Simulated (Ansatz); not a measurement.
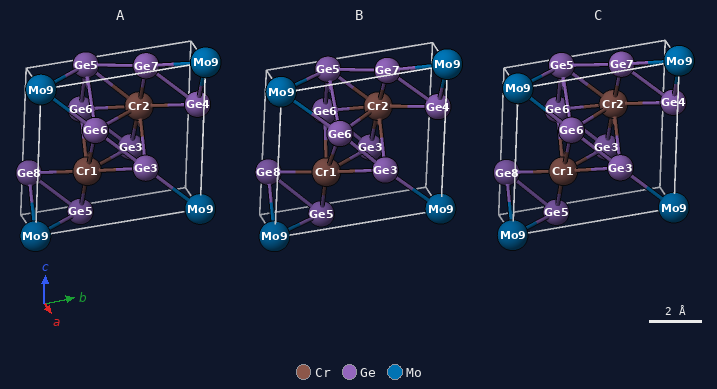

3 geometries from one relaxation of crystalline Cr2Ge6Mo (a generated structure, set up in P1) (coarse preliminary run), in shuffled order. Style: ball-and-stick. Shown: the cell of the calculation, slightly off an axis.

Computed with DFT PBE, scalar-relativistic, plane waves, PAW (Ansatz 0.2.0). (plane-wave cutoff 420 eV; k-point mesh 8 × 8 × 8; occupations gaussian; smearing width 0.2 eV; no spin polarisation; cell and atoms relaxed; force threshold 0.025 eV/Å; at most 60 steps)

Put them in the order of the run, from the start to the converged end.

Answer. B, C, A. They are steps 0, 1, 6, at +0.637 eV per cell of the calculation, +0.222 eV per cell of the calculation relative to the last. The largest move relative to the cell is that of Ge6, 0.16 Å along [−2 −3 1]. By element the largest moves are Ge 0.16 Å, Mo 0.11 Å, Cr 0.09 Å. The volume changes by −0.4 %, with a 3.309 → 3.274 Å (−1.1 %), b 6.638 → 6.580 Å (−0.9 %), c 6.459 → 6.580 Å (+1.9 %), α 76.0° → 76.5°, β 76.9° → 75.6°, γ 75.7° → 75.6°. Among the contacts that change: Ge4–Ge6 2.984 → 2.764 Å, Cr2–Ge5 2.549 → 2.760 Å, Ge4–Ge8 2.491 → 2.681 Å, Ge3–Ge6 2.397 → 2.574 Å. The space group (tolerance 0.01 Å) goes from P1 (No. 1) to Immm (No. 71). Over 5 accepted moves (6 points after the start) the energy falls by 0.637 eV per cell of the calculation. Largest force component: 1.9 eV/Å at the start, 0.0039 eV/Å at the end. Pressure: 1.44 GPa at the start and 0.00 GPa at the end. At 1 point the geometry stayed and the basis and grid were re-selected for the new cell (energy shift of 0.1 meV per cell of the calculation at most each time).

Limits of the set-up: an element that often carries a moment was run without spin polarisation.
